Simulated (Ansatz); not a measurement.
# UCCSDT/STO-3G run of CHF2 (difluoromethyl radical)

Aim: the energy change on altering one bond length of CHF2 (difluoromethyl radical) at UCCSDT/STO-3G, from 2 runs. 

The calculation is run with Ansatz 0.2.0.

57 further runs of the same task are left out: 10 that didn't finish, 47 set aside as unsound or not needed.

**1. The structure to begin with**

CHF2: 4 atoms, total charge 0, spin state doublet. As SMILES, `F[CH]F`. Geometry: relaxed at PBE0-D4/def2-TZVP.

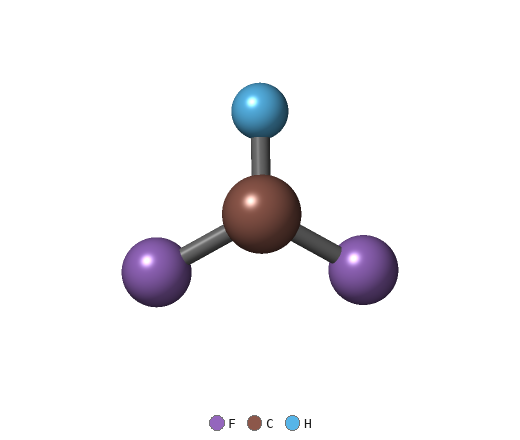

Viewed from a chosen angle; fluorine purple, carbon brown, hydrogen blue.

**2. A single-point energy at UCCSDT/STO-3G**

job.yaml

```yaml
crystal:
  periodic: [false, false, false]
  atoms:
    - {symbol: F, position_ang: [-1.208200, 0.264600, -0.141700]}
    - {symbol: C, position_ang: [0.038600, 0.063400, 0.244400]}
    - {symbol: F, position_ang: [0.433100, -1.166800, -0.029600]}
    - {symbol: H, position_ang: [0.736500, 0.838700, -0.073100]}
basis:
  gaussian:
    orbitals: STO-3G
magnetization:
  spin_polarized: true
  initial_magnetization: 1
correlation:
  method: ccsdt
  frozen_orbitals: {C: 1, F: 1, H: 0}
accuracy: high
scf:
  omitted_lower_state_checks: [cluster_reference, increment]
```

Launch:

```
$ ansatz run job.yaml --threads 1 --pin off --max-ram 2610MiB --events-out events.jsonl --progress --plain --runs-dir runs
```

Log, cut to the lines that bear on the results:

```text
Warning: RAYON_NUM_THREADS=1 ignored (pool sized by the plan → 1); use --threads N
Functional definition: HF
  name "HF"
[...]
272 factors; integrals over basis functions are off by at most 5.2e-8 eV
[...]
mean field -6367.50000588 eV, -234.0013091696 hartree, gradient 2.7e-8 eV, S^2 0.754944; 0 other end points of the search recorded, 0 dependent functions left out
3 core orbitals not correlated: weight in the atoms' cores, before any rotation towards them, 1.000 or more for the frozen orbitals, at most 0.000 for the correlated occupied ones
reference -6367.50000588 eV, -234.0013091696 hartree; 10, 9 occupied and 3, 4 virtual orbitals, 272 factors
second order -1.96117036 eV of doubles, -0.00000000 eV of singles
cycle   1  -2.30652740 eV  change   -3.5e-1 eV  update   7.0e-2
[...]
cycle  24  -2.67288413 eV  change  -9.0e-10 eV  update   1.1e-9
Total energy: -6370.17289001 eV, -234.0995358497 hartree
Checks for a lower state left out: cluster_reference, increment
```

It took 0.7 s on 1 thread of Arm Neoverse V1, shared host.

**3. The distorted shape at the same level**

run.yaml

```yaml
crystal:
  periodic: [false, false, false]
  atoms:
    - {symbol: F, position_ang: [-1.306824, 0.572146, -0.073201]}
    - {symbol: C, position_ang: [-0.060024, 0.370946, 0.312899]}
    - {symbol: F, position_ang: [0.433100, -1.166800, -0.029600]}
    - {symbol: H, position_ang: [0.637876, 1.146246, -0.004601]}
basis:
  gaussian:
    orbitals: STO-3G
scf:
  omitted_lower_state_checks: [cluster_reference, increment]
magnetization:
  spin_polarized: true
  initial_magnetization: 1
correlation:
  method: ccsdt
  frozen_orbitals: {C: 1, F: 1, H: 0}
accuracy: high
```

Launch:

```
$ ansatz run run.yaml --threads 1 --pin off --max-ram 2610MiB --events-out events.jsonl --progress --plain --runs-dir runs
```

Log, cut to the lines that bear on the results:

```text
Warning: RAYON_NUM_THREADS=1 ignored (pool sized by the plan → 1); use --threads N
[... 2 set-up lines as earlier in the session ...]
[...]
272 factors; integrals over basis functions are off by at most 3.6e-8 eV
[...]
mean field -6365.96110893 eV, -233.9447557496 hartree, gradient 5.4e-8 eV, S^2 0.880334; 0 other end points of the search recorded, 0 dependent functions left out
3 core orbitals not correlated: weight in the atoms' cores, before any rotation towards them, 1.000 or more for the frozen orbitals, at most 0.000 for the correlated occupied ones
reference -6365.96110893 eV, -233.9447557496 hartree; 10, 9 occupied and 3, 4 virtual orbitals, 272 factors
second order -2.07590073 eV of doubles, -0.00000000 eV of singles
cycle   1  -2.56486040 eV  change   -4.9e-1 eV  update   9.0e-2
[...]
cycle  37  -3.34004443 eV  change   4.8e-10 eV  update   1.2e-9
Total energy: -6369.30115335 eV, -234.0675001182 hartree
Checks for a lower state left out: cluster_reference, increment
```

Run time: 0.91 s. Hardware: 1 thread of Arm Neoverse V1, shared host.

**4. Results**

At UCCSDT/STO-3G, 3 core orbitals frozen:

```
                                                         quantity          value
                                        first shape: total energy  -234.09954 Eh
         first shape: correlation energy (3 core orbitals frozen)      -98.2 mEh
                   first shape: ⟨S²⟩ of the reference determinant          0.755
                                       first shape: T1 diagnostic          0.014
                                    distorted shape: total energy  -234.06750 Eh
     distorted shape: correlation energy (3 core orbitals frozen)     -122.7 mEh
               distorted shape: ⟨S²⟩ of the reference determinant          0.880
                                   distorted shape: T1 diagnostic          0.034
energy change with the C2–F3 bond stretched from 1.321 to 1.651 Å       0.872 eV
```

**Reading.** With the C2–F3 bond stretched from 1.321 to 1.651 Å the energy rises by 0.87 eV (20.1 kcal/mol). The first shape isn't relaxed at this level, so the change isn't measured from a minimum. The minimal basis adds a large error of its own. ⟨S²⟩ (distorted shape) is 0.88 where a pure doublet has 0.75: the reference is spin-contaminated.
